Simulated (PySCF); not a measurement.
**C$_{4}$H$_{14}$BN: one change and its effect**

System: C$_{4}$H$_{14}$BN.
Method of run 1: GIAO PBE0/pcSseg-2 NMR shielding, non-relativistic, gas phase (PySCF 2.14.0).

The geometry comes from this level: PBE0-D3(BJ)/def2-SVP. Text and figures count atoms from 1; the logs count them from 0 in places.

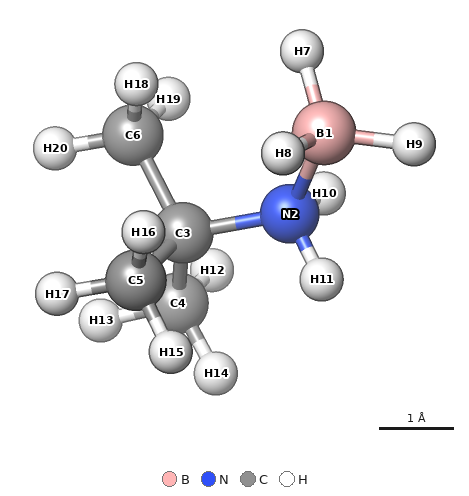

Fig. 1: The structure as given in the input (ball-and-stick view, seen at a tilt; atoms are numbered from 1 in the order of the input). Bond lengths as drawn: B–H 1.22 to 1.23 Å, B–N 1.63 Å, C–C 1.52 to 1.53 Å, C–H 1.10 Å, C–N 1.50 Å and H–N 1.02 Å.

### Input, run 1
```
{"job": {"kind": "nmr", "xc": "PBE0", "basis": "pcSseg-2", "pop": false}, "charge": 0, "multiplicity": 1}
B      2.206562    -0.590567    -0.000319
N      0.897769     0.127830    -0.654636
C     -0.438407     0.104783     0.024318
C     -1.382927     0.998584    -0.776454
C     -0.947447    -1.331298     0.033519
C     -0.277015     0.632677     1.443501
H      2.501534     0.039711     1.006228
H      1.922108    -1.759320     0.226728
H      3.061461    -0.486285    -0.875230
H      1.161310     1.103783    -0.807028
H      0.781328    -0.265165    -1.591124
H     -1.026496     2.041500    -0.798334
H     -2.385812     1.000692    -0.325516
H     -1.486269     0.645859    -1.815609
H     -1.087562    -1.711875    -0.991435
H     -0.240539    -1.991834     0.551916
H     -1.920102    -1.378108     0.543689
H      0.403763    -0.003436     2.023543
H      0.131588     1.655610     1.446115
H     -1.257234     0.657708     1.941129
```

The first line tells a small driver script what to run in PySCF; the rest is the geometry in Å.

Hardware: 8 threads of Intel Xeon @ 2.50GHz (Skylake/Cascade Lake), 189 GiB of memory available, shared host.

### Output (run 1)
```
coarse grid: 15176 points
cycle   1  E = -240.1653180516  dE =  2.418e-01  |g| = 5.074e-01  |ddm| = 2.645e+00
cycle   2  E = -240.1755406922  dE = -1.022e-02  |g| = 4.932e-01  |ddm| = 1.151e+00
cycle   3  E = -240.2416641404  dE = -6.612e-02  |g| = 3.846e-02  |ddm| = 5.071e-01
cycle   4  E = -240.2419661735  dE = -3.020e-04  |g| = 1.949e-02  |ddm| = 6.893e-02
cycle   5  E = -240.2420644414  dE = -9.827e-05  |g| = 4.433e-03  |ddm| = 1.912e-02
cycle   6  E = -240.2420687606  dE = -4.319e-06  |g| = 1.325e-03  |ddm| = 4.636e-03
final grid: 142240 points
cycle   7  E = -240.2507409159  dE = -1.994e-04  |g| = 9.495e-03  |ddm| = 1.229e-01
cycle   8  E = -240.2507347039  dE =  6.212e-06  |g| = 1.075e-02  |ddm| = 1.612e-02
cycle   9  E = -240.2507631582  dE = -2.845e-05  |g| = 1.088e-03  |ddm| = 7.802e-03
cycle  10  E = -240.2507633807  dE = -2.224e-07  |g| = 4.718e-04  |ddm| = 1.421e-03
cycle  11  E = -240.2507634278  dE = -4.714e-08  |g| = 8.356e-05  |ddm| = 3.466e-04
cycle  12  E = -240.2507634292  dE = -1.422e-09  |g| = 2.636e-05  |ddm| = 9.327e-05
cycle  13  E = -240.2507634294  dE = -1.697e-10  |g| = 5.077e-06  |ddm| = 2.494e-05
converged SCF energy = -240.2507634294

GIAO shielding tensors (ppm)
atom      isotropic    diamagn.    paramagn.     s11        s22        s33       span
  0 B      126.584     186.403     -59.819    114.680    115.763    149.308     34.628
  1 N      176.274     313.037    -136.763    154.026    164.660    210.136     56.110
  2 C      129.106     246.384    -117.278    115.257    118.808    153.251     37.995
  3 C      147.833     244.253     -96.421    128.990    130.413    184.095     55.105
  4 C      157.155     244.332     -87.176    137.211    150.666    183.588     46.377
  5 C      156.815     244.252     -87.437    141.764    149.869    178.812     37.047
  6 H       29.451      29.995      -0.544     26.330     27.827     34.195      7.865
  7 H       29.341      30.287      -0.946     26.077     27.881     34.065      7.988
  8 H       29.463      28.841       0.622     26.386     27.694     34.308      7.922
  9 H       28.446      33.326      -4.880     21.836     27.674     35.828     13.992
 10 H       28.455      33.372      -4.917     21.872     27.465     36.029     14.157
 11 H       30.278      31.042      -0.764     26.941     27.966     35.927      8.986
 12 H       29.860      30.006      -0.146     26.233     27.268     36.080      9.847
 13 H       30.270      30.962      -0.692     27.012     27.873     35.924      8.911
 14 H       30.753      31.241      -0.489     27.258     27.954     37.046      9.788
 15 H       28.706      30.862      -2.155     23.960     28.252     33.908      9.948
 16 H       30.412      30.681      -0.268     26.761     28.256     36.220      9.460
 17 H       29.001      30.859      -1.857     24.702     28.173     34.129      9.427
 18 H       30.556      31.078      -0.521     27.278     27.610     36.782      9.504
 19 H       30.470      30.730      -0.259     26.898     28.278     36.235      9.337
```

For run 2 the input was changed thus:
```diff
-"xc": "PBE0"
+"xc": "HF"
```

How does run 2 compare with run 1?

The total energies belong to different methods, so their difference says nothing on which is more stable or more accurate. The HOMO goes from −7.56 to −10.89 eV. The LUMO goes from −0.13 to 2.11 eV. The dipole moment goes from 5.43 to 5.57 D. Of all shieldings, the largest change is that of N2, by +18.8 ppm. The method changes from PBE0 to HF. The SCF takes 10 iterations against 13.

### Output (run 2)
```
final grid: 142240 points
cycle   1  E = -238.7366279895  dE =  8.797e-01  |g| = 5.187e-01  |ddm| = 2.670e+00
cycle   2  E = -238.8193212685  dE = -8.269e-02  |g| = 2.127e-01  |ddm| = 6.979e-01
cycle   3  E = -238.8299675664  dE = -1.065e-02  |g| = 7.407e-02  |ddm| = 2.163e-01
cycle   4  E = -238.8316158224  dE = -1.648e-03  |g| = 1.083e-02  |ddm| = 7.401e-02
cycle   5  E = -238.8316530677  dE = -3.725e-05  |g| = 2.740e-03  |ddm| = 1.336e-02
cycle   6  E = -238.8316562043  dE = -3.137e-06  |g| = 8.085e-04  |ddm| = 5.449e-03
cycle   7  E = -238.8316564660  dE = -2.617e-07  |g| = 2.555e-04  |ddm| = 1.449e-03
cycle   8  E = -238.8316564966  dE = -3.057e-08  |g| = 6.753e-05  |ddm| = 5.108e-04
cycle   9  E = -238.8316564987  dE = -2.139e-09  |g| = 1.637e-05  |ddm| = 1.514e-04
cycle  10  E = -238.8316564988  dE = -1.154e-10  |g| = 4.868e-06  |ddm| = 2.888e-05
converged SCF energy = -238.8316564988

GIAO shielding tensors (ppm)
atom      isotropic    diamagn.    paramagn.     s11        s22        s33       span
  0 B      133.881     181.500     -47.618    123.768    125.021    152.855     29.086
  1 N      195.113     314.322    -119.209    172.264    191.170    221.906     49.642
  2 C      144.309     246.026    -101.717    131.604    134.506    166.818     35.213
  3 C      157.380     240.270     -82.890    140.632    142.041    189.467     48.835
  4 C      165.728     240.747     -75.019    148.296    159.964    188.925     40.629
  5 C      165.371     240.456     -75.085    152.240    159.124    184.749     32.508
  6 H       29.998      30.173      -0.175     26.658     28.625     34.709      8.051
  7 H       29.889      30.420      -0.531     26.372     28.761     34.535      8.163
  8 H       30.055      28.983       1.072     26.746     28.254     35.165      8.420
  9 H       29.242      33.952      -4.711     22.566     27.658     37.502     14.936
 10 H       29.242      34.008      -4.766     22.570     27.488     37.669     15.098
 11 H       30.698      30.972      -0.273     27.034     28.352     36.709      9.675
 12 H       30.406      29.769       0.636     26.518     27.708     36.990     10.472
 13 H       30.691      30.892      -0.201     27.084     28.289     36.699      9.615
 14 H       31.107      31.229      -0.122     27.350     28.320     37.650     10.300
 15 H       29.232      30.744      -1.512     24.287     28.520     34.889     10.601
 16 H       30.840      30.458       0.382     26.878     28.433     37.210     10.332
 17 H       29.512      30.663      -1.151     25.016     28.430     35.090     10.073
 18 H       30.917      31.017      -0.100     27.365     28.002     37.384     10.019
 19 H       30.893      30.461       0.432     26.963     28.504     37.211     10.248
```

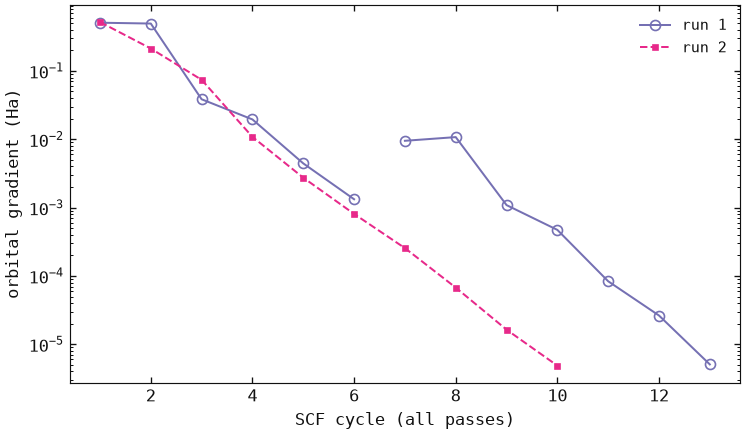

Fig. 2: Convergence of the two runs: orbital gradient against the SCF cycle. A break in a curve parts two SCF passes (coarse and final grid). Run 1 takes 13 cycles in all, and run 2 takes 10.

### The two runs side by side

| quantity | run 1 | run 2 |
| --- | --- | --- |
| outcome | converged | converged |
| total energy (hartree) | −240.250763 | −238.831656 |
| HOMO (eV) | −7.56 | −10.89 |
| LUMO (eV) | −0.13 | 2.11 |
| dipole moment (D) | 5.43 | 5.57 |
| shielding of B1 (ppm) | 126.6 | 133.9 |
| shielding of N2 (ppm) | 176.3 | 195.1 |
| shielding of C3 (ppm) | 129.1 | 144.3 |
| shielding of C4 (ppm) | 147.8 | 157.4 |
| shielding of C5 (ppm) | 157.2 | 165.7 |
| shielding of C6 (ppm) | 156.8 | 165.4 |
| shielding of H10 (ppm) | 28.4 | 29.2 |
| SCF iterations | 13 | 10 |
| basis functions | 412 | 412 |
| wall time (shared host) | 2.6 min | 1.9 min |
